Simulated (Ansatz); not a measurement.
GeH$_{4}$F$_{2}$: several calculations on one system

Part 1: Relaxation

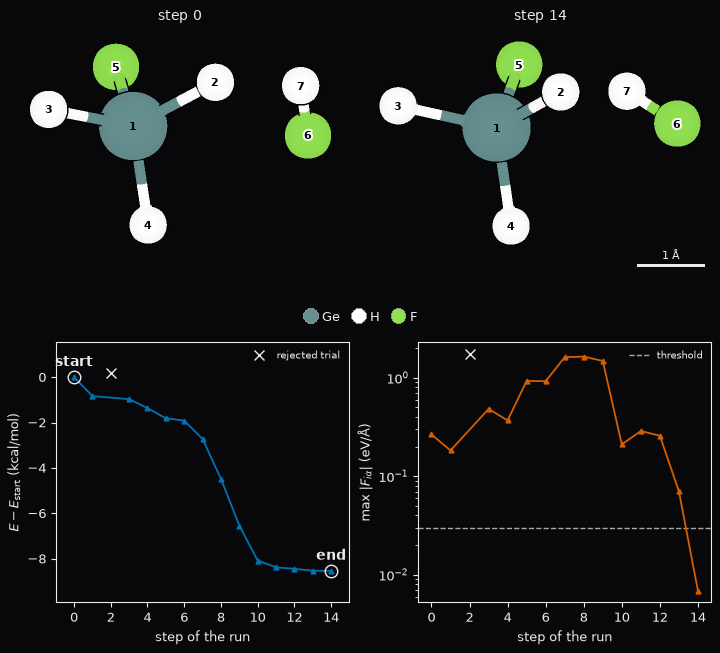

First and last geometry of a relaxation of GeH$_{4}$F$_{2}$, with the history of the run. Style: ball-and-stick. Shown at a tilt.

The run prepares an end point of a later path (reaction) calculation, from a guessed geometry.

These are results of RKS B3LYP/def2-SVP in Ansatz, not measurements. Settings: no spin polarisation; force threshold 0.03 eV/Å; at most 50 steps.

Read the history and describe the run.

Answer. It converged. H7 moves most after the best rigid fit: 1.00 Å. Largest moves by element: H 1.00 Å, F 0.68 Å, Ge 0.22 Å. Some distances before and after: Ge1–F5 1.750 → 1.785 Å, Ge1–H2 1.549 → 1.532 Å, F6–H7 0.925 → 0.940 Å, Ge1–H3 1.542 → 1.537 Å. Bond angles that change, for instance: H2–Ge1–H3 109.9° → 112.7°, H4–Ge1–F5 108.9° → 106.2°. The energy falls by 8.54 kcal/mol in 13 accepted moves (14 points after the start). The largest force component goes from 0.27 to 0.0069 eV/Å. The line search rejected the trial step at point 2 of the run. The run took 32 s on 1 thread of Arm Neoverse V2 (shared host), peak memory 0.15 GiB.

```json
{"step": "0", "E − E(0), kcal/mol": "0.00", "largest force component, eV/Å": "0.2660", "note": ""}
{"step": "1", "E − E(0), kcal/mol": "-0.84", "largest force component, eV/Å": "0.1831", "note": ""}
{"step": "2", "E − E(0), kcal/mol": "0.17", "largest force component, eV/Å": "1.7625", "note": "rejected"}
{"step": "3", "E − E(0), kcal/mol": "-0.97", "largest force component, eV/Å": "0.4831", "note": ""}
{"step": "4", "E − E(0), kcal/mol": "-1.37", "largest force component, eV/Å": "0.3696", "note": ""}
{"step": "5", "E − E(0), kcal/mol": "-1.82", "largest force component, eV/Å": "0.9304", "note": ""}
{"step": "6", "E − E(0), kcal/mol": "-1.92", "largest force component, eV/Å": "0.9247", "note": ""}
{"step": "7", "E − E(0), kcal/mol": "-2.72", "largest force component, eV/Å": "1.6211", "note": ""}
{"step": "8", "E − E(0), kcal/mol": "-4.48", "largest force component, eV/Å": "1.6429", "note": ""}
{"step": "9", "E − E(0), kcal/mol": "-6.54", "largest force component, eV/Å": "1.4849", "note": ""}
{"step": "10", "E − E(0), kcal/mol": "-8.08", "largest force component, eV/Å": "0.2108", "note": ""}
{"step": "11", "E − E(0), kcal/mol": "-8.38", "largest force component, eV/Å": "0.2884", "note": ""}
{"step": "12", "E − E(0), kcal/mol": "-8.45", "largest force component, eV/Å": "0.2585", "note": ""}
{"step": "13", "E − E(0), kcal/mol": "-8.53", "largest force component, eV/Å": "0.0704", "note": ""}
{"step": "14", "E − E(0), kcal/mol": "-8.54", "largest force component, eV/Å": "0.0069", "note": ""}
```

Part 2: Relaxation

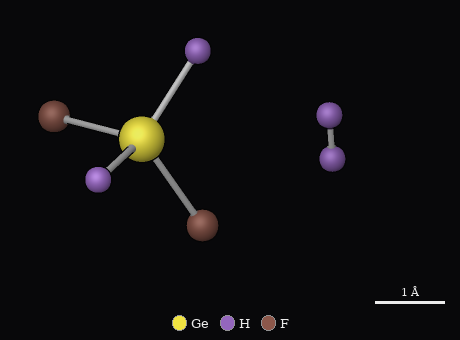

This is the input geometry for a relaxation of GeH$_{4}$F$_{2}$. Style: ball-and-stick. Shown at a tilt.

The run prepares an end point of a later path (reaction) calculation, from a guessed geometry.

All numbers below come from Ansatz 0.2.0, RKS B3LYP/def2-SVP.

Input file:
```yaml
crystal:
  periodic: [false, false, false]
  atoms:
    - { symbol: Ge, position_ang: [-0.428435, 0.034801, -0.395475] }
    - { symbol: H, position_ang: [0.149322, 0.107928, 2.30687] }
    - { symbol: H, position_ang: [0.917334, -0.158914, 0.296521] }
    - { symbol: H, position_ang: [-0.644301, 1.298277, -1.23242] }
    - { symbol: F, position_ang: [-0.653192, -1.341607, -1.435043] }
    - { symbol: F, position_ang: [-1.740274, -0.079386, 0.695197] }
    - { symbol: H, position_ang: [-0.548054, 0.032801, 2.454251] }
basis:
  gaussian: { orbitals: def2-SVP }
hamiltonian:
  xc: b3lyp
relax:
  f_tol: 0.03
  max_steps: 50
output:
  orbitals: {}
```

Run as
```bash
ansatz run input.yaml --threads 1 --pin off --max-ram 2048MiB --backend cpu --events-out ev --progress --plain --runs-dir out
```

Predict the outcome.

The energy falls by 6.11 kcal/mol in 16 accepted moves (18 points after the start). Largest force component: 1.8 eV/Å at the start, 0.015 eV/Å at the end. The line search rejected the trial steps at points 7, 13 of the run. The forces were under the threshold at step 6, but the run went on from there. H2 moves most after the best rigid fit: 1.51 Å. By element the largest moves are H 1.51 Å, F 0.64 Å, Ge 0.47 Å. Near-neighbour distances that change, for instance: H2–H7 0.717 → 0.761 Å, Ge1–F6 1.710 → 1.741 Å, Ge1–H3 1.526 → 1.532 Å. Bond angles that change, for instance: H3–Ge1–F6 112.3° → 107.8°. Cost: 38 s on 1 thread of Arm Neoverse V2, on a shared host, peak memory 0.16 GiB.

The structure at the end:

```xyz
7

Ge   -0.3327    0.0852   -0.8555
H    -0.3380   -0.1073    3.7236
H     1.1699    0.0093   -0.5685
H    -0.8714    1.2047   -1.7512
F    -0.8276   -1.4329   -1.5355
F    -1.1631    0.1875    0.6714
H    -0.5847   -0.0527    3.0054
```

After the run, drawn alike:

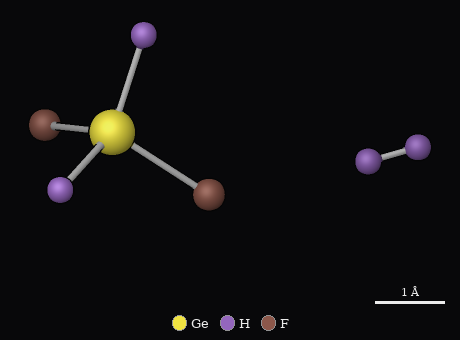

Part 3: Path

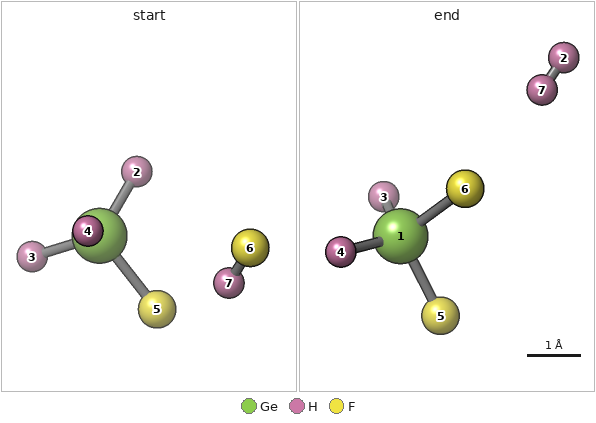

The two relaxed end points of a path for GeH4F2. A ball-and-stick model, seen at a tilt.

Computed with RKS B3LYP/def2-SVP in Ansatz 0.2.0.

Settings: 7 movable images; climbing image; force threshold 0.05 eV/Å; iteration limit 60.

Start:
```xyz
7

Ge    0.3466    0.1856    0.0477
H     0.7261    0.4496    1.5087
H     1.5378   -0.2936   -0.7975
H    -0.4336    1.3226   -0.6207
F    -0.7480   -1.2244    0.0655
F    -2.3645    0.0874    1.4875
H    -2.0120   -0.6333    0.9986
```

End:
```xyz
7

Ge   -0.2556    0.0769   -0.8482
H    -0.5349   -0.1068    3.7227
H     1.2197   -0.0987   -0.4762
H    -0.6664    1.2283   -1.7709
F    -0.8112   -1.4060   -1.5584
F    -1.1631    0.2371    0.6291
H    -0.7361   -0.0371    2.9918
```

Question: Predict the minimum-energy path and its barrier.

Answer: The energy climbs by 165.1 kJ/mol to image 4 and then falls by 189.4 kJ/mol, so the end point sits at −24.3 kJ/mol. Breaking: F6–H7 (0.94 → 1.12 at the top → 2.42 Å), Ge1–H2 (1.53 → 1.81 at the top → 4.58 Å). Forming: Ge1–F6 (3.07 → 2.05 at the top → 1.74 Å), H2–H7 (2.99 → 1.06 at the top → 0.76 Å). The band converged in 28 iterations. The largest component of the band force went from 20 to 0.02 eV/Å. The climbing image converged on the top of the path. Its vibrational analysis gives one imaginary mode (1031i cm⁻¹), as a transition state must have.

Energies of the converged images:

```
image  path (Å)  E (kJ/mol)
    0      0.00         0.0
    1      0.99         4.8
    2      1.98        38.4
    3      2.97        68.0
    4      3.96       165.1
    5      5.10        -7.4
    6      6.23       -22.9
    7      7.36       -23.8
    8      8.49       -24.3
```

The geometry at the top of the path:

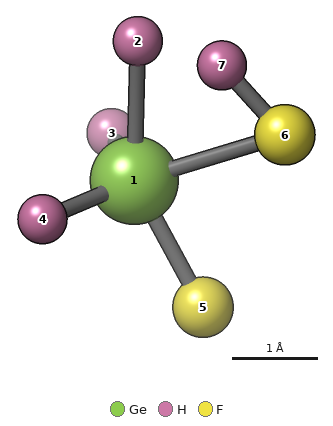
